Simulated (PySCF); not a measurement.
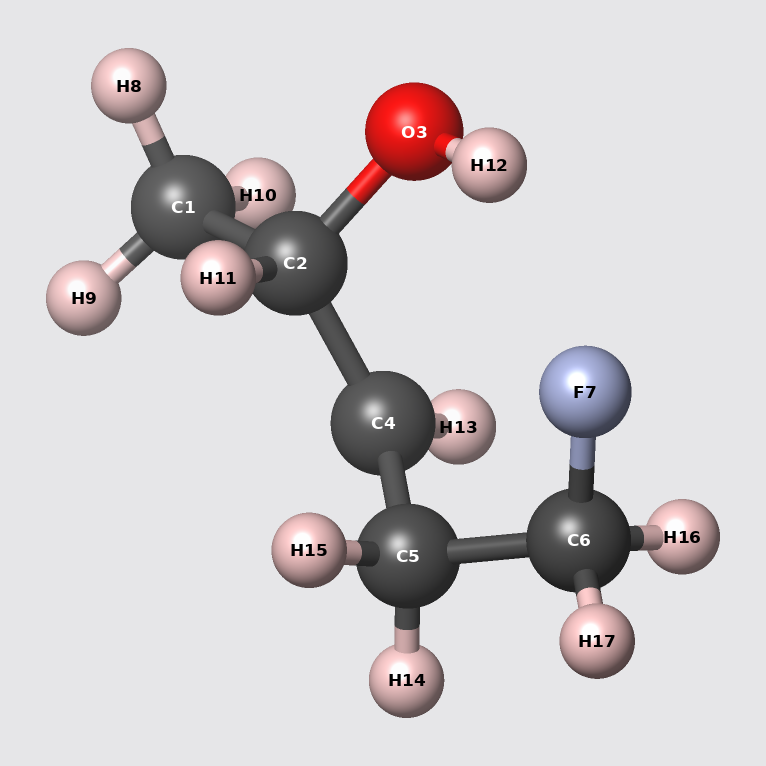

Charge 0, doublet. The geometry was computed by an optimisation with GFN2-xTB. No frequency run is at hand to confirm it as a minimum. Level of theory: UKS B3LYP, pcH-1 on C F H O, non-relativistic (PySCF 2.14.0).

Give the isotropic hyperfine couplings (Fermi-contact term alone) of C1, C2, O3, C4, C5, C6, F7, H8, H9, H10, H11, H12, H13, H14, H15, H16, H17.

```
atom  isotope  a_iso (MHz)
  C1      13C         26.4
  C2      13C        −21.8
  O3      17O        −22.1
  C4      13C         99.8
  C5      13C        −30.4
  C6      13C         85.0
  F7      19F          3.5
  H8       1H         14.9
  H9       1H          4.0
 H10       1H         −2.1
 H11       1H          1.4
 H12       1H         −6.7
 H13       1H        −58.2
 H14       1H         67.1
 H15       1H         11.0
 H16       1H         −4.0
 H17       1H         10.3
```
